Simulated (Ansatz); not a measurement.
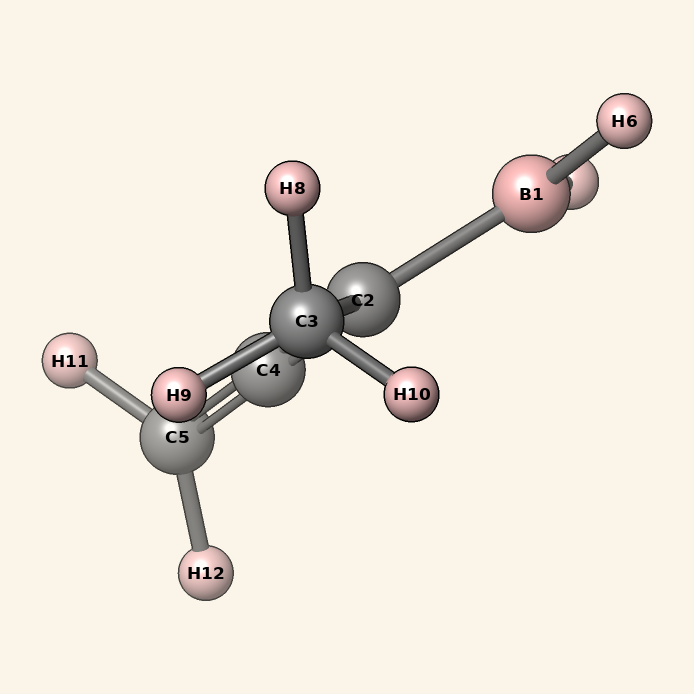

C2 lies behind C3. The molecule seen a little off the C3–C2 bond, C3 in front. Depth is shown by fading: the farther an atom, the more it takes the colour of the background. The computed structure is the end point of a PBE-D4/def2-SVP optimisation. No frequency run is at hand to confirm it as a minimum.

What is the torsion angle H8–C3–C2–C4? The sign is positive where the front bond must turn clockwise to cover the back bond.

Answer. −124°, anticlinal.
